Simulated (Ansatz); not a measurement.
The starting structures come from a database of crystals and need not be the phases stable at ambient conditions.

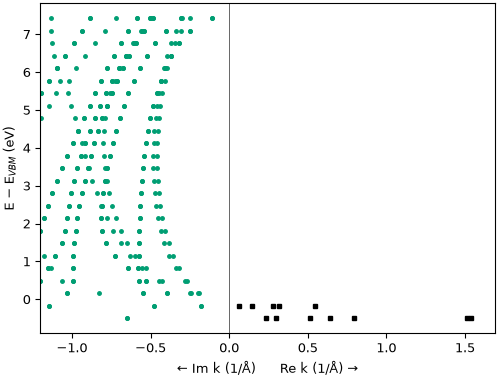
Figure. Complex bands at the centre of the two-dimensional zone; r2SCAN in Ansatz (a quantum-chemistry and plane-wave program)

No gap correction and no spin-orbit coupling; mid-gap values are interpolated between computed energies.

Task: This is LiBH$_{4}$ (P6_3mc, not sure to be the ambient phase, 12 atoms a cell, 8.6 Å³ an atom) along the normal of (111). Read off the slowest decay at the centre of the two-dimensional zone at 3.79 eV, the computed energy nearest the middle of the gap.

Result: κ ≈ 0.46 1/Å, a decay length 1/(2κ) of the density of 1.1 Å.
